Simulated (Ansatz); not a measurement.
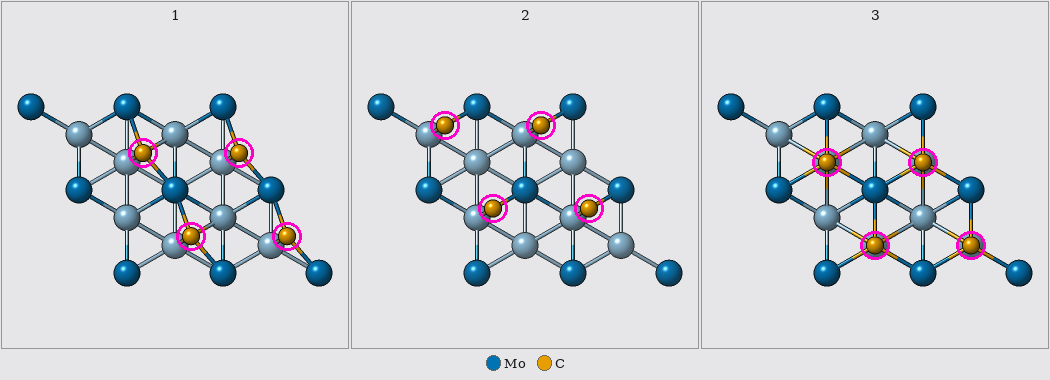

C on a Mo(111) slab cut from the Im-3m phase, its upper half relaxed before the scan (6 atoms of substrate and one adsorbate in a 1 × 1 cell). C is moved over the surface cell; relaxed at each place: the height of the adsorbate's atoms; substrate rigid; the origin of the map has the adsorbate above Mo6. Places are given modulo a cell vector. The map is drawn in real space over the plane of the surface. The grid has 9 × 9 points; 19 points were computed and 62 follow by symmetry. Energies: eV, counted from the lowest grid point. With one adsorbate in each 1 × 1 cell, its nearest image is 4.4 Å away, so neighbouring adsorbates interact. Level of theory: DFT PBEsol, scalar-relativistic, plane waves, PAW in Ansatz 0.2.0. Settings: cutoff 420 eV, k-mesh 6×6×1, gaussian smearing 0.1 eV, no spin polarisation.

The numbered pictures are structures from this grid. Rings mark the moved atoms.

**Rank them by energy, lowest first.**

1, at (8/9, 4/9) of the cell vectors [nearest 1 Mo at 2.05 Å]: 0.00 eV; 3, at a threefold hollow over a third-layer Mo atom, (6/9, 3/9) of the cell vectors: 0.95 eV; 2, at (5/9, 7/9) of the cell vectors [nearest 2 Mo at 1.91 Å]: 1.37 eV.

The map, with the structures marked:

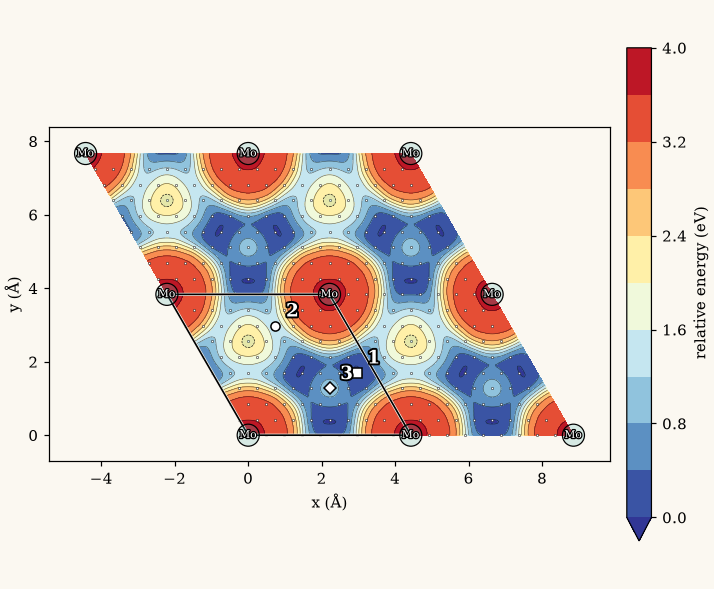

The picture shows filled contours, dots at the grid points, labelled circles for the atoms of the top layer and small ones for the second layer, the outline of one cell of the 2 × 2 shown. Between grid points the surface is interpolated.

PAW datasets: the set soft_1.
